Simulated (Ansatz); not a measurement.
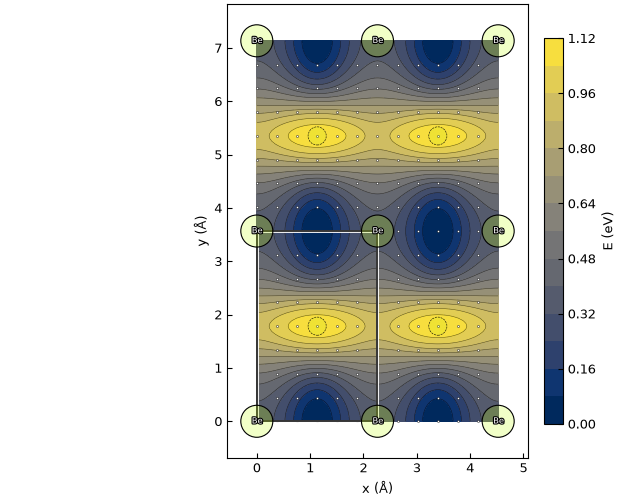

Cl on a Be(100) slab cut from the P6_3/mmc phase, its upper half relaxed before the scan (24 atoms of substrate and one adsorbate in a 2 × 2 cell). 
- Cl is moved over the surface cell; relaxed at each place: the height of the adsorbate's atoms; substrate rigid; the origin of the map has the adsorbate above Be21.
- Places are given modulo a cell vector. The map is drawn in real space over the plane of the surface.
- The grid has 6 × 8 points; 20 points were computed and 28 follow by symmetry.
- Places are given in fractions of the 1 × 1 surface cell.
- All energies are given in eV relative to the lowest grid point.
- The runs have no spin polarisation; a magnetic state may lie lower.
- This map comes from Ansatz 0.2.0, DFT PBE, scalar-relativistic, plane waves, PAW. Settings: cutoff 420 eV, k-mesh 6×4×1, gaussian smearing 0.1 eV, no spin polarisation.

In the figure: filled contours, dots at the grid points, labelled circles for the atoms of the top layer and small ones for the second layer, the outline of one cell of the 2 × 2 shown. Between grid points the surface is interpolated.

The lowest grid point is at a bridge site between two Be atoms, over a third-layer Be atom, (3/6, 0/8) of the cell vectors. It is the only kind of minimum in the scanned range. The highest grid point, a fourfold hollow over a second-layer Be atom, (3/6, 4/8) of the cell vectors, lies 1.10 eV above the lowest. On the interpolated surface the easiest way out of the lowest well to its copy in the next cell or period passes a barrier of about 0.37 eV. At the lowest point the adsorbate has 2 Be at 2.11 Å as nearest neighbours, at the highest 1 Be at 2.26 Å. Its relaxed height above the top atom is 1.78 Å at the lowest and 1.82 Å at the highest point.

Cl is replaced by F; all else is set up alike.

Question: What does this change do to the map?

Answer: The lowest place stays at a bridge site between two Be atoms, over a third-layer Be atom, (3/6, 0/8) of the cell vectors. The span from the lowest to the highest grid point grows from 1.10 to 1.31 eV. The easiest pass out of the lowest well goes from about 0.37 to about 0.43 eV on the interpolated surfaces. In the new map: at the lowest point the adsorbate has 2 Be at 1.67 Å as nearest neighbours, at the highest 1 Be at 1.64 Å. Its relaxed height above the top atom is 1.23 Å at the lowest and 1.20 Å at the highest point.

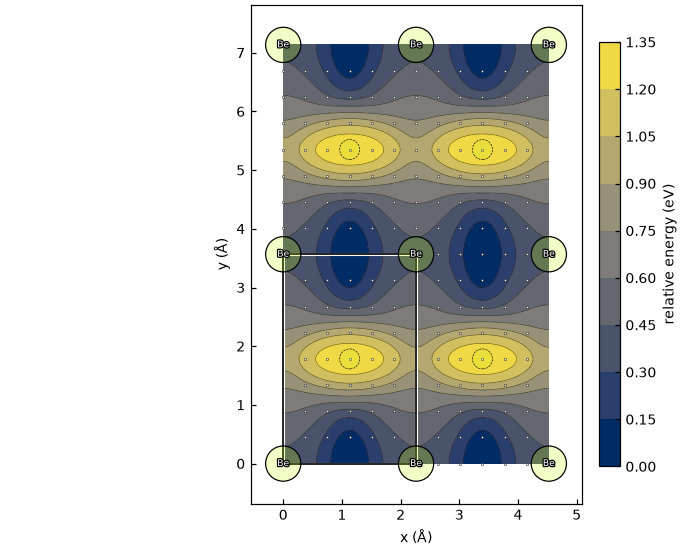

The map after the change, on a colour scale of its own. In the figure: filled contours, dots at the grid points, labelled circles for the atoms of the top layer and small ones for the second layer, the outline of one cell of the 2 × 2 shown. Between grid points the surface is interpolated.
